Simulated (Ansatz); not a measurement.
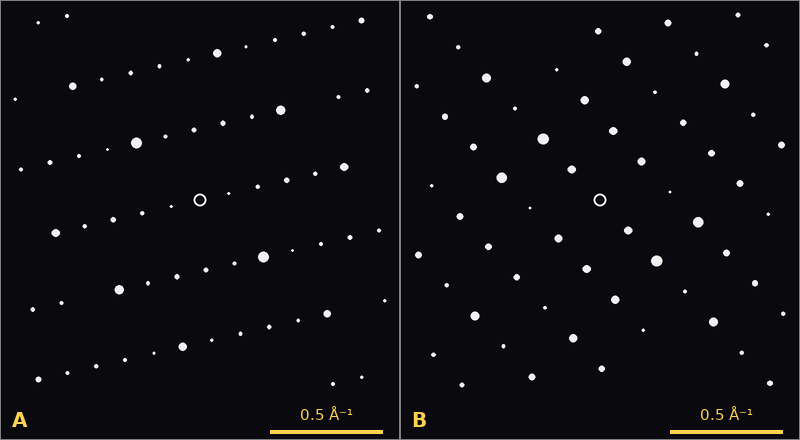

Kinematic electron diffraction patterns (300 kV, B = 0.5 Å², same scale, each along a low-index zone) of two structures of composition Si3As2, each relaxed at zero pressure with Ansatz, DFT PBE, scalar-relativistic, plane waves, PAW.

The structures (standard cells):
1. P-3m1 (No. 164), a = 4.518 Å, c = 5.337 Å (hexagonal axes), 5 atoms; generated start, possibly hypothetical
2. R-3m (No. 166), a = 3.685 Å, c = 22.534 Å (hexagonal axes), 15 atoms; generated start, possibly hypothetical

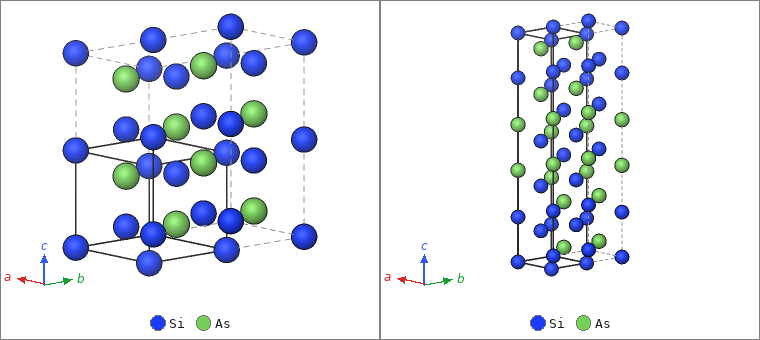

Drawings of the structures 1 to 2, from left to right (each may span several cells).

Q: Which pattern belongs to which structure, and along which zone?

A: A is structure 2 along [100] or an equivalent direction: oblique net of 0 0 3 (weak) at d = 7.51 Å and 0 -1 1 at d = 3.16 Å, 81.9° apart (some points of this net are extinct or too weak to see). B is structure 1 along [100] or an equivalent direction: rectangular net of 0 0 1 at d = 5.34 Å and 0 1 0 at d = 3.91 Å, 90.0° apart (some points of this net are extinct or too weak to see).

Q: Rank the structures by their computed energy.

A: Structure 2 (R-3m, 17.66 Å³ an atom) is the lowest of these; structure 1 (P-3m1, 18.87 Å³ an atom) lies about 200 meV an atom higher. These are static energies at 0 K; other structures, not shown, may lie lower still.
